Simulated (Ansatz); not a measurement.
**C₂H₄BN: basis-set convergence**

Aim: see how fast density functionals converge with the basis set for C₂H₄BN.

The runs use Ansatz 0.2.0, Gaussian basis; one geometry, several basis sets.

Levels to be run: PBE0-D4/def2-SVP; ωB97M-V/def2-SVP; PBE0-D4/def2-QZVPP; ωB97M-V/def2-QZVPP; the functionals' def2-TZVPP values are taken from earlier runs.

1 further run of the same task is left out (it didn't finish).

### 1 The relaxed structure

The geometry comes from an earlier relaxation with PBE0-D4 in a triple-zeta def2 set; it is a stationary point, not always the lowest conformer.

SMILES `B1C=NC1`, 8 atoms, charge 0, spin multiplicity 1.

Atoms are counted from 1 here; the program's logs count them from 0.

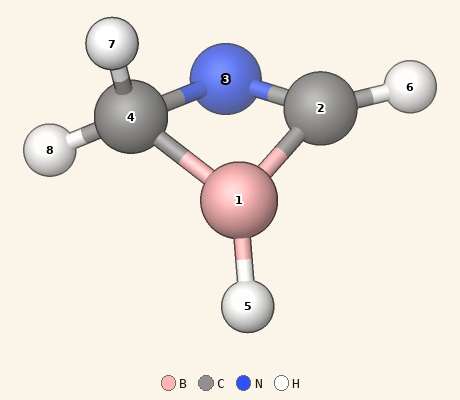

The structure; boron pink, carbon grey, nitrogen blue, hydrogen white; atoms are numbered from 1 in the order of the file.

### 2 PBE0-D4 in def2-SVP

The input, in.yaml:

```yaml
crystal:
  periodic: [false, false, false]
  atoms:
    - {symbol: B, position_ang: [-0.225788, 0.557548, -0.648178]}
    - {symbol: C, position_ang: [0.519558, 0.897253, 0.624145]}
    - {symbol: N, position_ang: [0.088314, -0.264293, 1.024261]}
    - {symbol: C, position_ang: [-0.039220, -0.959855, -0.299535]}
    - {symbol: H, position_ang: [-1.132226, 1.139024, -1.163228]}
    - {symbol: H, position_ang: [0.838189, 1.675236, 1.310459]}
    - {symbol: H, position_ang: [0.906592, -1.430513, -0.550581]}
    - {symbol: H, position_ang: [-0.863119, -1.671399, -0.353141]}
basis:
  gaussian: {orbitals: def2-SVP}
hamiltonian: {xc: pbe0, dispersion: d4}
output: {orbitals: {seedname: orbitals}}
```

The run is started by

```console
ansatz run in.yaml --threads 2 --pin off --events-out ev --progress --plain --max-ram 4352MiB
```

After this run come: ωB97M-V in def2-SVP; PBE0-D4 in def2-QZVPP; ωB97M-V in def2-QZVPP.

Before running them: what should the planned runs give, taken together? Wanted: PBE0-D4: double and triple zeta above quadruple; ωB97M-V: double and triple zeta above quadruple.

The runs gave:

| quantity | value |
| --- | --- |
| PBE0-D4: double and triple zeta above quadruple | 4.99, 0.24 eV |
| ωB97M-V: double and triple zeta above quadruple | 5.20, 0.23 eV |

PBE0-D4 gains 4.75 eV from double to triple zeta, then 0.24 eV more. Total energies overstate the basis error of differences, where much of it tends to cancel.
